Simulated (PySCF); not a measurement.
# One shape, several levels: InF3 (SMILES [F][In]([F])[F])

We compute a comparison of 3 runs (HF/STO-3G, HF/3-21G, TPSS/STO-3G) of InF3. The job is set up through a Python script.

The results are computed with PySCF 2.14.0.

**1. The molecule**

The species is InF3 (4 atoms), meant as a singlet with charge 0. As SMILES, `[F][In]([F])[F]`. Geometry: relaxed at PBE0-D4/def2-TZVP.

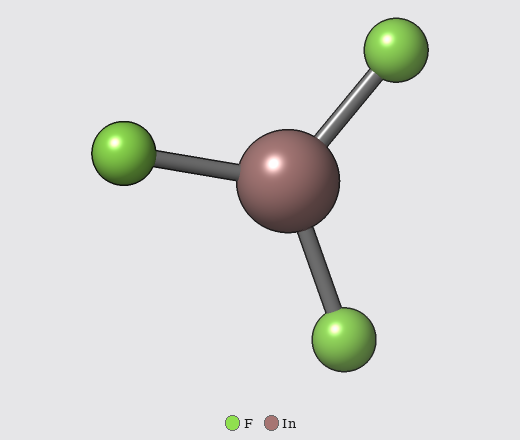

Viewed from a chosen angle; fluorine green, indium brown.

**2. Energy and gradient at HF/STO-3G (run 1)**

job.py

```python
# [F][In]([F])[F]
import pyscf.grad
from pyscf import gto

mol = gto.M(
    atom='''
F     -2.467415    -0.709592     2.531855
In     0.026267    -0.028535    -0.009638
F      3.341225    -1.468506     0.271554
F     -0.795575     2.092683    -2.832133
''',
    max_memory=1860,
    verbose=4,
    basis='sto-3g',
    unit='bohr',
    spin=0,
)

mf = mol.RHF()
mf.conv_tol = 1e-10
mf.kernel()
if not mf.converged:
    mf = mf.newton().run(mf.mo_coeff, mf.mo_occ)

e_tot = mf.e_tot
print('E(%s) = %.9f' % ('HF', e_tot))
grad = mf.Gradients().kernel()
mf.analyze()
```

Launch:

```console
OMP_NUM_THREADS=1 python job.py
```

The log of the run:

```text
PySCF version 2.14.0

[... 71 lines left out ...]
One-electron Energy =                -9094.778682899530395
[... 10 lines left out ...]
MO #6   energy= -27.7249313874289  occ= 2
[... 8 lines left out ...]
MO #15  energy= -16.6101850839564  occ= 2
[... 8 lines left out ...]
MO #24  energy= -1.34903273165862  occ= 2
[... 8 lines left out ...]
MO #33  energy= -0.405603558635633 occ= 2
[... 8 lines left out ...]
MO #42  energy= 0.509094637399361  occ= 0
[... 49 lines left out ...]
Dipole moment(X, Y, Z, Debye):  0.00073, -0.00023, -0.00024
```

Run time: 2.2 s. Hardware: 1 thread of Intel Xeon Platinum 8488C (Sapphire Rapids), shared host; peak memory 0.12 GiB.

**3. Energy and forces at HF/3-21G (run 2)**

run.py

```python
import pyscf.grad
from pyscf import gto

mol = gto.M(
    atom='F -1.305700 -0.375500 1.339800; In 0.013900 -0.015100 -0.005100; F 1.768100 -0.777100 0.143700; F -0.421000 1.107400 -1.498700',
    verbose=4,
    charge=0,
    basis='3-21g',
    max_memory=1860,
)

mf = mol.RHF()
mf.conv_tol = 1e-10
mf.kernel()
if not mf.converged:
    mf = mf.newton().run(mf.mo_coeff, mf.mo_occ)

e_final = mf.e_tot
print(f'total energy: {e_final:.8f} hartree')
grad = mf.Gradients().kernel()
mf.analyze()
```

Launch:

```console
OMP_NUM_THREADS=1 python run.py
```

The log of the run:

```text
PySCF version 2.14.0

[... 72 lines left out ...]
Two-electron Energy =                 2700.212230676528179
[... 13 lines left out ...]
MO #10  energy= -25.176494039584   occ= 2
[... 11 lines left out ...]
MO #22  energy= -1.48992784966435  occ= 2
[... 11 lines left out ...]
MO #34  energy= -0.562942521916402 occ= 2
[... 11 lines left out ...]
MO #46  energy= 0.444946508694619  occ= 0
[... 11 lines left out ...]
MO #58  energy= 3.64174193732961   occ= 0
[... 65 lines left out ...]
Dipole moment(X, Y, Z, Debye):  0.00102, -0.00033, -0.00033
```

Run time: 2.2 s. Hardware: 1 thread of Intel Xeon Platinum 8488C (Sapphire Rapids), shared host; peak memory 0.13 GiB.

**4. Energy and gradient at TPSS/STO-3G (run 3)**

geometry.xyz

```xyz
4
F3In
F     -1.305700    -0.375500     1.339800
In     0.013900    -0.015100    -0.005100
F      1.768100    -0.777100     0.143700
F     -0.421000     1.107400    -1.498700
```

input.py

```python
# [F][In]([F])[F]
from pyscf import gto, dft

system = gto.M(
    atom='geometry.xyz',
    max_memory=1860,
    verbose=4,
    basis='sto-3g',
)

myscf = dft.RKS(system)
myscf.xc = 'tpss'
myscf.grids.level = 5
myscf.conv_tol = 1e-10
myscf.kernel()
if not myscf.converged:
    myscf = myscf.newton().run(myscf.mo_coeff, myscf.mo_occ)

e_tot = myscf.e_tot
print('Final energy', e_tot)
grad = myscf.nuc_grad_method().kernel()
dip = myscf.dip_moment()
pop, q = myscf.mulliken_pop()
```

Launch:

```console
OMP_NUM_THREADS=1 python input.py
```

The log of the run:

```text
PySCF version 2.14.0

[... 71 lines left out ...]
converged SCF energy = -5979.83392393635
Final energy -5979.833923936352
[... 11 lines left out ...]
Dipole moment(X, Y, Z, Debye):  0.00039, -0.00027,  0.00011
[... 47 lines left out ...]
charge of    3F =     -0.19314
```

Run time: 10 s. Hardware: 1 thread of Intel Xeon Platinum 8488C (Sapphire Rapids), shared host; peak memory 0.46 GiB.

**5. The series**

```
run        level  integration grid   energy (Eh)  dipole moment (D)  HOMO energy (eV)  LUMO energy (eV)  wall time
  1    HF/STO-3G                 –  -5976.992490               0.00             -8.75              6.45      2.2 s
  2     HF/3-21G                 –  -6011.536478               0.00            -14.60              0.83      2.2 s
  3  TPSS/STO-3G                 5  -5979.833924               0.00             -1.86              2.28       10 s
```

**6. Summary of results**

```
                       quantity           value
            run 3: total energy  -5979.83392 Eh
           run 3: dipole moment          0.00 D
             run 3: HOMO energy        -1.86 eV
             run 3: LUMO energy         2.28 eV
           run 3: HOMO–LUMO gap         4.14 eV
run 3: largest force on an atom      0.835 eV/Å
```

In words: The HOMO–LUMO gap runs from 4.14 eV (TPSS/STO-3G) to 15.43 eV (HF/3-21G). The two ends differ in method and basis. In runs 1, 3 the basis is minimal, so the values are rough. In runs 1, 2, 3 relativity is left out where basis or elements ask for it. All runs together took 15 s, the longest 10 s.
